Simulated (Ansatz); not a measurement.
## Fields on a plane of P (space group Cmce)

```
P
1.0
    1.65499    -5.08255     0.00000
    1.65499     5.08255     0.00000
    0.00000     0.00000     4.12372
P
4
Direct
  0.89349   0.10651   0.42917
  0.10651   0.89349   0.57083
  0.60651   0.39349   0.92917
  0.39349   0.60651   0.07083
```

The slice is a (001) plane (indices of the conventional cell) through the point (0.106, 0.893, 0.571) (fractional), spanned by u = [110] and v = [1 -1 0] in vectors of this cell: u (3.31 Å) and v (10.17 Å, at 90° to u). It covers one period; positions are fractions (u, v).

Atoms on it: P at (0.00, 0.00); P at (0.50, 0.50). Other atoms lie within 1 Å of the plane.

These are LDA (plane waves to 420 eV, PAW, scalar-relativistic; Ansatz, an electronic-structure program) values and carry that method's errors. k mesh 15×15×11. Inside the PAW spheres the values are not all-electron values, and peaks at nuclei hang on which shells count as valence. P was relaxed with its symmetry unable to fall. The relaxed volume of P is well below the measured one.

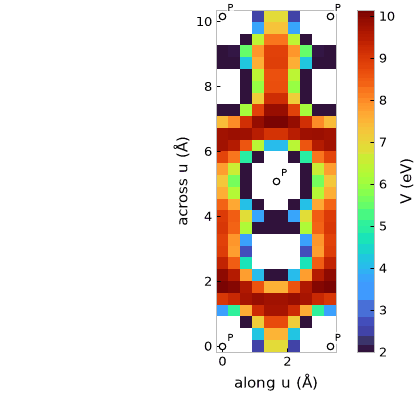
*Electrostatic potential energy of an electron, from the cell's mean, in eV, one period of the plane, atoms marked. Points within 0.9 Å of a nucleus are left white, as the pseudised field means little there. Values under 2 eV are set to 2. The zero, the cell's mean, hangs on the PAW cores.*

```tsv
v \ u	0.00	0.11	0.22	0.33	0.44	0.56	0.67	0.78	0.89
0.86	-0.2	-0.3	-0.6	-0.9	-1.1	-1.1	-0.9	-0.6	-0.3
0.71	-0.3	-0.4	-0.6	-0.9	-1.2	-1.2	-0.9	-0.6	-0.4
0.57	-1.0	-0.9	-0.6	-0.3	-0.2	-0.2	-0.3	-0.6	-0.9
0.43	-1.0	-0.8	-0.6	-0.3	-0.1	-0.1	-0.3	-0.6	-0.8
0.29	-1.1	-0.9	-0.5	-0.2	-0.1	-0.1	-0.2	-0.5	-0.9
0.14	-1.0	-1.0	-1.0	-1.1	-1.0	-1.0	-1.1	-1.0	-1.0
0.00	-1.6	-0.5	-0.2	-0.4	-0.7	-0.7	-0.4	-0.2	-0.5
```

Values: log₁₀ of the valence density in e/Å³. The scale is logarithmic, as a density can span decades between atoms and voids.
